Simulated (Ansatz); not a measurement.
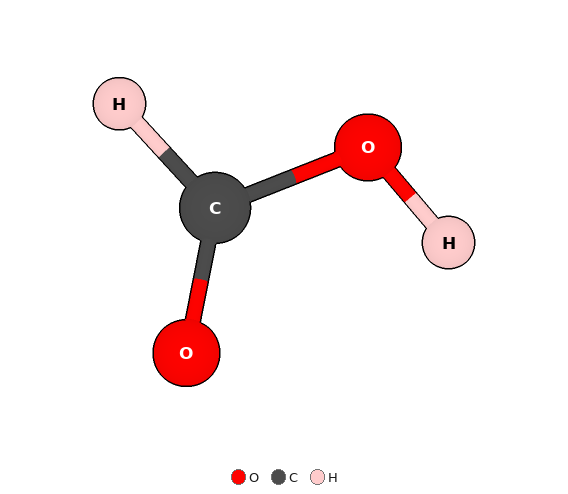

Harmonic vibrations computed with RKS PBE0-D4/def2-TZVP (Ansatz 0.2.0) at a stationary point of the same level.

Q: Minimum or transition state?

A: A minimum: no imaginary frequency, and the lowest mode lies at 636 cm⁻¹.

Q: How many vibrational modes are there, and where do they lie?

A: 9 modes: 636, 693, 1063, 1150, 1317, 1405, 1854, 3063, 3765 cm⁻¹.
